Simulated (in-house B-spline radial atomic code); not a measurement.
# RPA and GW calculation for P

P, configuration [Ne] 3s2 3p3. Computed at this level: RPA, second-order and SOSEX correlation energies and G0W0 (contour deformation) on a non-relativistic mean field, all electrons, B-spline basis (in-house B-spline radial atomic code).

Key numbers:

- outcome: converged
- mean-field total energy: −340.71372 hartree
- total energy with exact exchange alone: −340.71372 hartree
- exact exchange energy: −22.63275 hartree
- RPA correlation, extrapolated in the angular momentum of the empty orbitals: −0.85436 hartree
- RPA correlation, as summed: −0.84966 hartree
- direct second-order term: −1.00418 hartree
- second-order exchange term: 0.37044 hartree
- SOSEX term: 0.32747 hartree
- hardware: 1 thread of Intel Xeon @ 2.90GHz (Ice Lake), 192 GiB of memory available, shared host
- wall time: 3.8 s

Notes:

Limits: relativity is absent.

Input file:
```
Z = 15
electrons = 15.0
configuration = [Ne] 3s2 3p3
hamiltonian = nr
method = kli
lmax = 9
spin_polarised = True
box_radius = 40.0
intervals = 74
```

The run was one of a batch that the task file lists, launched with:
```bash
python <driver script> task.json out
```

The program writes its results to a structured record and prints no log; tables and figures of this report are taken from that record.

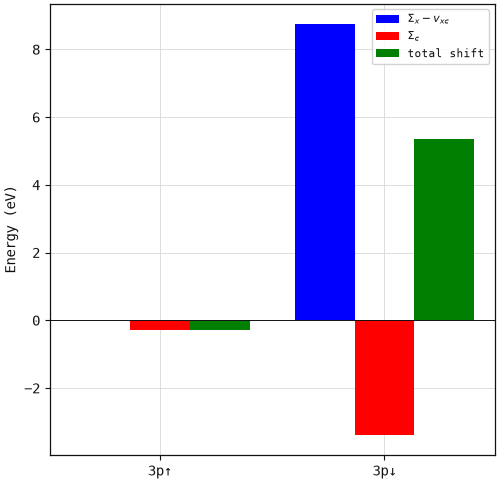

Parts of the G₀W₀ correction to each level for neutral phosphorus ([Ne] 3s² 3p³). All-electron spherical atom, non-relativistic, exchange-only KLI start, no spin-orbit coupling, Breit or QED terms; computed with a B-spline radial code. The quasi-particle equation is solved at full frequency; levels of low quasi-particle weight Z are left out. Σ columns are in eV, and Σc holds an estimate for the angular momenta beyond the basis. G₀W₀ moves the highest occupied level, 3p↑, from −10.63 to −10.91 eV (renormalisation factor Z = 0.88). The empty level 3p↓ goes from −7.07 to −1.70 eV.

```tsv
Level	Mean field (eV)	Σx − vxc (eV)	Σc (eV)	Z	G₀W₀ (eV)
3p↑	−10.63	0.00	−0.28	0.88	−10.91
3p↓	−7.07	8.74	−3.38	0.77	−1.70
```
